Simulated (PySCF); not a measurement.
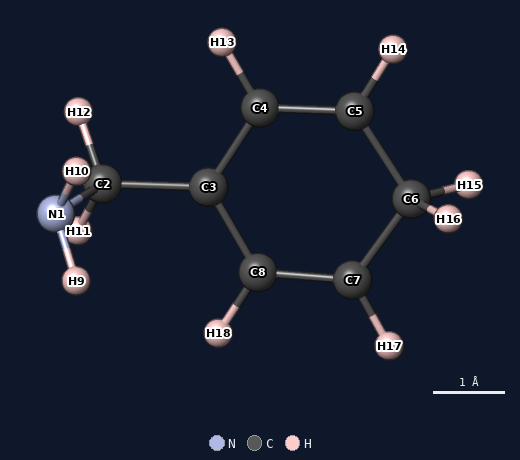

**Figure 1.** The structure as given in the input (ball-and-stick view, seen at a tilt; atoms are numbered from 1 in the order of the input). Bond lengths as drawn: C–C 1.35 to 1.50 Å, C–H 1.08 to 1.10 Å, C–N 1.47 Å and H–N 1.02 Å.

EPR calculation of C7H10N

The run: EPR calculation of C7H10N, multiplicity 2, SMILES NCC1=C[CH]CC=C1. Method and program: UKS B3LYP, pcH-1 on C H N, non-relativistic, mean-field spin-orbit, GIAO (PySCF 2.14.0).

It belongs to a series of runs on one base structure; here: H added to aryl C.

The program's output
```
UKS, coarse grid
  cycle   1  E = -327.41241637  |g| = 3.64e-01
  cycle   2  E = -327.39127488  |g| = 4.35e-01
  cycle   3  E = -327.48165941  |g| = 5.23e-02
  cycle   4  E = -327.48246250  |g| = 3.70e-02
  cycle   5  E = -327.48318597  |g| = 1.22e-02
  cycle   6  E = -327.48330191  |g| = 6.96e-03
  cycle   7  E = -327.48334975  |g| = 3.01e-03
  cycle   8  E = -327.48336770  |g| = 9.77e-04
  cycle   9  E = -327.48336869  |g| = 3.69e-04
UKS, final grid
  cycle   1  E = -327.48335609  |g| = 4.10e-04
  cycle   2  E = -327.48335607  |g| = 5.31e-04
  cycle   3  E = -327.48335620  |g| = 6.19e-05
  cycle   4  E = -327.48335620  |g| = 4.56e-05
  cycle   5  E = -327.48335621  |g| = 1.45e-05
E = -327.48335621 Eh   <S^2> = 0.7830 (exact 0.7500)
g shifts (ppm)      1          2          3
  rmc          -151       -151       -151
  gc             -1         44         28
  oz_so          -4        448        644
  total        -156        341        522
hyperfine (MHz)  atom isotope    a_iso     a_fc   dipolar eigenvalues
    0   14N       3.87       3.87     -3.35     -3.32      6.66
    1   13C     -18.22     -18.22     -0.75     -0.31      1.06
    2   13C      51.03      51.03    -44.51    -42.58     87.09
    3   13C     -36.46     -36.46    -22.94      9.78     13.15
    4   13C      36.47      36.47    -33.21    -31.18     64.39
    5   13C     -32.45     -32.45     -1.37     -0.31      1.67
    6   13C      35.89      35.89    -32.61    -30.59     63.20
    7   13C     -36.15     -36.15    -22.78      9.73     13.05
    8    1H      -4.19      -4.19     -5.23     -0.86      6.08
    9    1H      -4.24      -4.24     -5.30     -0.78      6.08
   10    1H      11.69      11.69     -3.16     -1.78      4.95
   11    1H       7.71       7.71     -3.14     -1.80      4.94
   12    1H       9.37       9.37     -3.94     -1.05      4.99
   13    1H     -27.10     -27.10    -15.63     -1.07     16.70
   14    1H     145.69     145.69     -3.75     -0.58      4.33
   15    1H     149.99     149.99     -3.74     -0.57      4.31
   16    1H     -26.64     -26.64    -15.35     -1.09     16.44
   17    1H       9.30       9.30     -3.91     -1.05      4.96
```

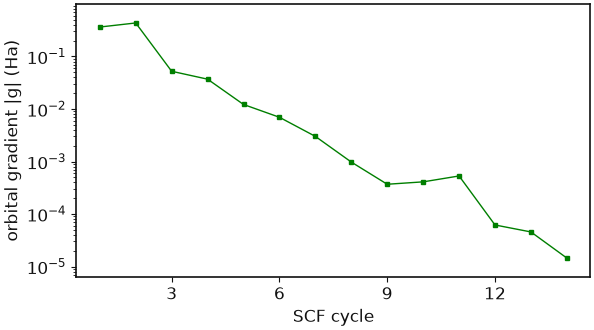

**Figure 2.** Convergence of the self-consistent field: orbital gradient |g| against the SCF cycle. All cycles printed in the log are drawn one after another.

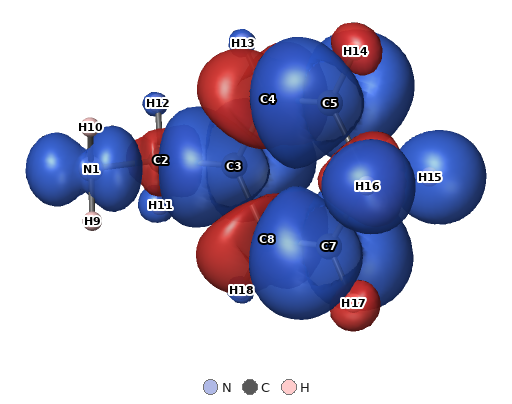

**Figure 3.** Isosurfaces of the spin density at +0.005 (blue) and −0.005 e/Å³ (red), seen at an oblique angle. The unpaired spin (1 electron) lies mostly on C3 (about 0.3), C5 (about 0.3) and C7 (about 0.2), in electrons by Hirshfeld's partition.

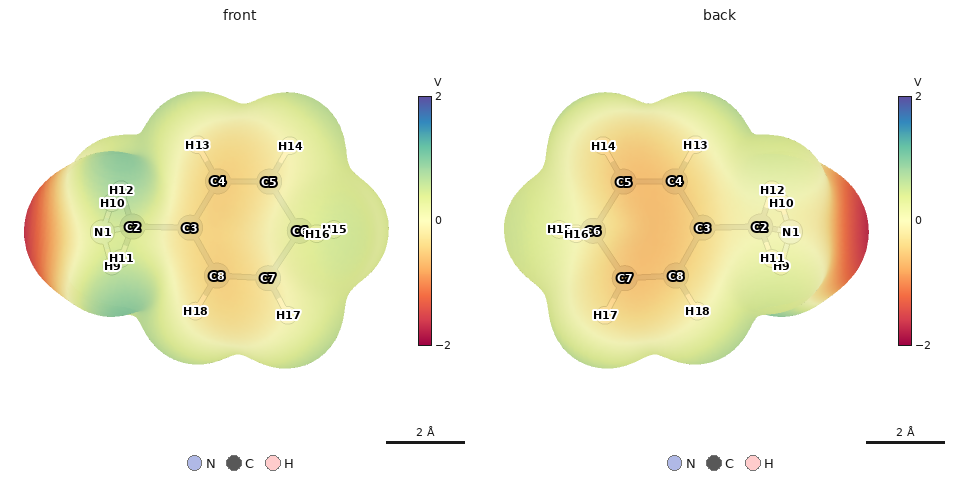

**Figure 4.** The electrostatic potential painted on the density surface at 0.001 e/bohr³, seen face on and from behind; the colour scale runs from red (negative) to blue (positive). A positive charge is drawn to the negative regions and a negative charge to the positive ones.

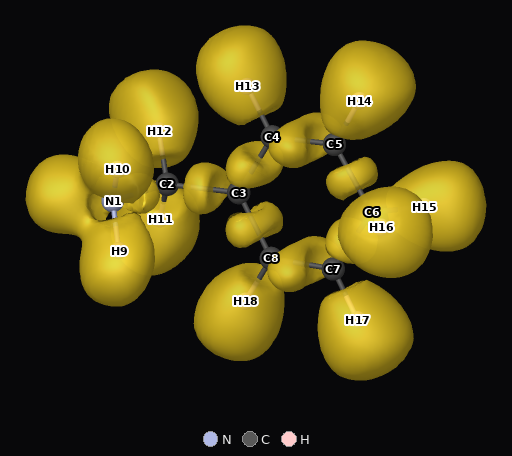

**Figure 5.** Isosurface of the electron localisation function at 0.75 (yellow), seen at a tilt. Core shells and regions of very low density are left out. Values along the shortest contacts: C–C (1.35 Å): the ELF peaks at about 0.95 between the atoms; a multiple bond by its length, whose ELF region spreads away from the axis. C–N (1.47 Å): the ELF peaks at about 0.95 between the atoms (localised, shared-pair bonding).

This output came from the following input.

The input
```
{"job": {"kind": "epr", "basis": "pcH-1"}, "charge": 0, "multiplicity": 2}
N      2.765542     0.562519    -0.135769
C      1.939677    -0.569826    -0.565091
C      0.487596    -0.365185    -0.251714
C     -0.052779    -0.786058     0.980758
C     -1.332785    -0.522043     1.332745
C     -2.260474     0.242217     0.451704
C     -1.626280     0.656968    -0.831855
C     -0.339459     0.363897    -1.131481
H      2.443357     1.411332    -0.591532
H      2.660900     0.700220     0.865297
H      2.091127    -0.689242    -1.641846
H      2.323183    -1.459338    -0.057996
H      0.583419    -1.344029     1.655371
H     -1.728339    -0.863274     2.278153
H     -3.161546    -0.359169     0.247124
H     -2.635887     1.131120     0.986012
H     -2.243827     1.209994    -1.524581
H      0.077815     0.686214    -2.076956
```

The first line tells a small driver script what to run in PySCF; the rest is the geometry in Å.

Run as:
```bash
OMP_NUM_THREADS=1 python <driver script> task.json out
```

Results in brief

- outcome: converged
- total energy: −327.483356 hartree
- ⟨S²⟩: 0.783
- isotropic g: 2.0026
- hardware: 1 CPU thread, shared host
- wall time: 92 s
- peak memory: 0.97 GiB
